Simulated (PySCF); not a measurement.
H$_{8}$Si$_{4}$

```json
{"atom": "Si", "x (Å)": "0.9822", "y (Å)": "-1.3747", "z (Å)": "-0.0209"}
{"atom": "H", "x (Å)": "0.4861", "y (Å)": "-2.7843", "z (Å)": "0.0690"}
{"atom": "H", "x (Å)": "2.4755", "y (Å)": "-1.3896", "z (Å)": "-0.1350"}
{"atom": "Si", "x (Å)": "0.1240", "y (Å)": "0.0434", "z (Å)": "1.6786"}
{"atom": "H", "x (Å)": "-0.8323", "y (Å)": "-0.6518", "z (Å)": "2.5975"}
{"atom": "H", "x (Å)": "1.1517", "y (Å)": "0.7581", "z (Å)": "2.4991"}
{"atom": "Si", "x (Å)": "-0.9518", "y (Å)": "1.3698", "z (Å)": "0.0283"}
{"atom": "H", "x (Å)": "-2.4445", "y (Å)": "1.3824", "z (Å)": "0.1398"}
{"atom": "H", "x (Å)": "-0.4588", "y (Å)": "2.7805", "z (Å)": "-0.0574"}
{"atom": "Si", "x (Å)": "-0.1048", "y (Å)": "-0.0578", "z (Å)": "-1.6703"}
{"atom": "H", "x (Å)": "0.8374", "y (Å)": "0.6211", "z (Å)": "-2.6153"}
{"atom": "H", "x (Å)": "-1.1493", "y (Å)": "-0.7799", "z (Å)": "-2.4623"}
```

Geometry: PBE0-D3(BJ)/def2-SVP.

Computed with PySCF, PBE0/pcSseg-1, SCF density, gas phase, non-relativistic.

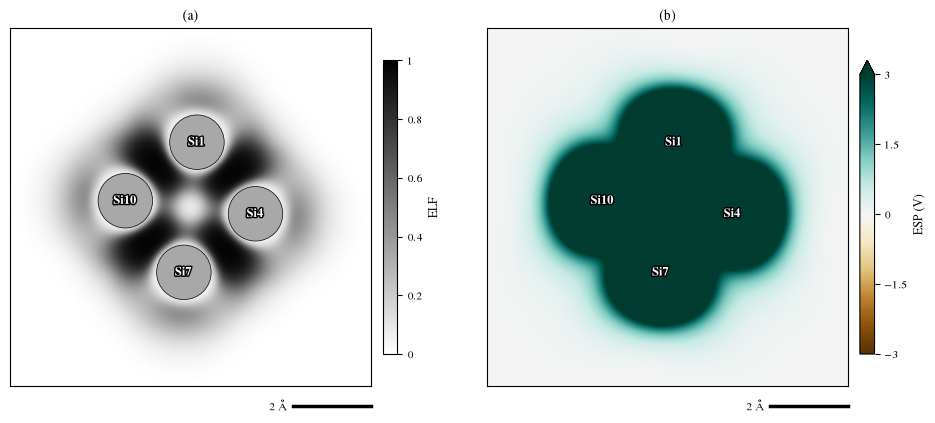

Figure 1. (a) ELF; (b) electrostatic potential on the plane of atoms Si4, Si7 and Si10. Grey discs cover the atomic cores in the ELF map.

Interpret the plot.

- The section cuts through Si sites.
- Si–Si (2.37 Å): the ELF peaks at about 1 between the atoms: localised, covalent bonding.
- The potential has no marked negative region in this plane.

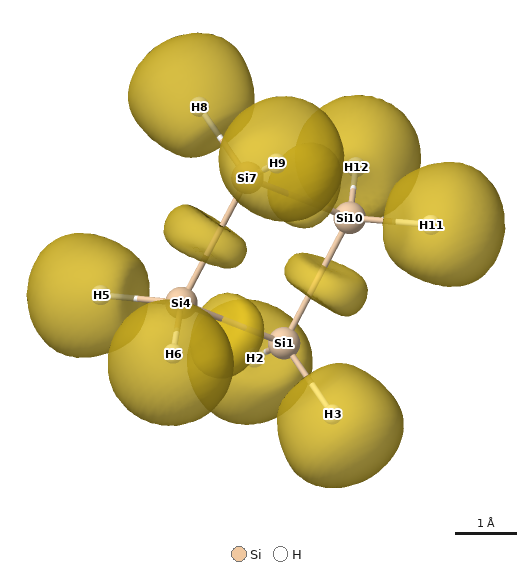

Figure 2. Isosurface of the ELF at 0.85 (yellow), seen at an oblique angle. Only the valence region is drawn (cores and ρ < 0.01 e/Å³ removed).

Where are the electrons localised?

At this value the surface marks out four regions between bonded Si–Si atoms (shared pairs) and eight regions around hydrogen nuclei. Along the contacts the grid gives the following. Si–H (1.50 Å): the ELF climbs to about 1 towards the hydrogen, as it does in any bond to H.
